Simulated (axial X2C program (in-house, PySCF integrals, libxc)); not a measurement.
Run report: SrBr⁺, relativistic diatomic calculation

System: SrBr⁺, single determinant with M_S = 0 and |Λ| = 0.
Method: BHandHLYP, spin-free X2C-1e, Sr dyall-cv3z, Br dyall-cv3z (cores contracted) (axial X2C program (in-house, PySCF integrals, libxc)).

**Output**
```
spin-free X2C-1e  BHandHLYP
basis functions 235  fitting functions 1259  grid points 5801
iter        total energy     max residual
   1      -5785.495060527     1.12e-01
   2      -5785.497447329     3.94e-03
   3      -5785.497561201     1.21e-02
   4      -5785.497653720     4.17e-04
   5      -5785.497654188     2.39e-04
   6      -5785.497654377     1.67e-05
   7      -5785.497654379     7.51e-06
converged
one-electron -8548.59849406  Coulomb 2692.63645417  exact exchange -97.57626177  xc functional -101.30711029  nuclear repulsion 269.34775757
```

**The points of the curve**

```tsv
R (Å)	E (hartree)	dipole (D; origin at the first atom, positive when the second is positive)	highest filled (eV)	lowest empty (eV)
2.273	−5785.459481	−4.17	−13.79	−6.15
2.378	−5785.481114	−4.74	−13.54	−6.26
2.456	−5785.490634	−5.15	−13.29	−6.35
2.535	−5785.495819	−5.55	−13.04	−6.45
2.613	−5785.497654	−5.94	−12.82	−6.54
2.704	−5785.496600	−6.39	−12.57	−6.65
2.796	−5785.493015	−6.82	−12.34	−6.76
2.913	−5785.485840	−7.36	−12.06	−6.89
3.057	−5785.474626	−7.99	−11.76	−7.06
3.266	−5785.456058	−8.84	−11.38	−7.28
```

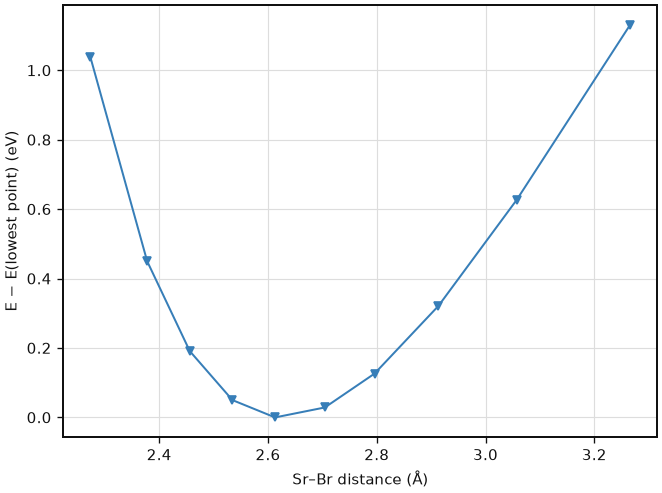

**Figure 1.** Energy at 10 bond lengths, for one set of occupations held fixed; the line joins the points. A polynomial of degree 6 through 9 points gives rₑ = 2.627 Å, ωₑ = 265.4 cm⁻¹, ωₑxₑ = 0.49 cm⁻¹ and Bₑ = 0.05875 cm⁻¹. The minimum lies 3.58 eV below Sr⁺ + Br, each computed as one determinant at the same level.

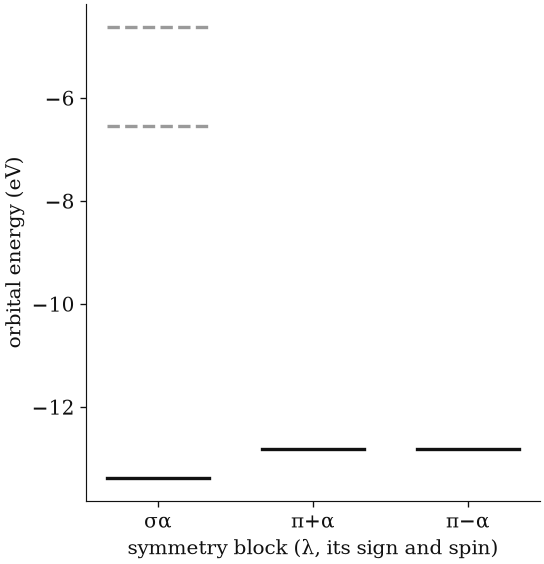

**Figure 2.** Orbital energies near the frontier at 2.61 Å, filled (solid) and empty (dashed); a label such as π−α means λ = −1 and α spin, and the β levels equal the α ones. The highest filled orbital (π+α; 86 % Br p, 8 % Sr d) lies at −12.82 eV, the lowest empty one (σα; 79 % Sr s, 12 % Sr p) at −6.54 eV.

**Input**
```
{"zs": [38, 35], "q": 1, "bas": ["dyall-cv3z", "dyall-cv3z"], "levels": ["PBE0", "HF", "BHandHLYP"], "cc": true, "r0": 2.99, "thr": -1.0, "nmax": 90, "npts": 10, "nst": 2, "ntry": 6}
```

The line is the task of a batch: nuclear charges, charge, bases, the levels to run, a first guess of the distance and further settings. This report covers BHandHLYP without spin-orbit coupling. The log is that of the reference distance 2.613 Å.

The run was one of a batch that the task file lists, launched with:
```bash
python <driver script> task.json out
```

**Results in brief**

| quantity | value |
| --- | --- |
| outcome | converged |
| bond length rₑ | 2.627 Å |
| ωₑ | 265.4 cm⁻¹ |
| energy at the minimum | −5785.49769 hartree |
| depth below the fragments | 3.58 eV |
| hardware | 1 thread of Arm Neoverse V1, 24 GiB of memory available, shared host |
| wall time | 6 s |
| peak memory | 0.56 GiB |
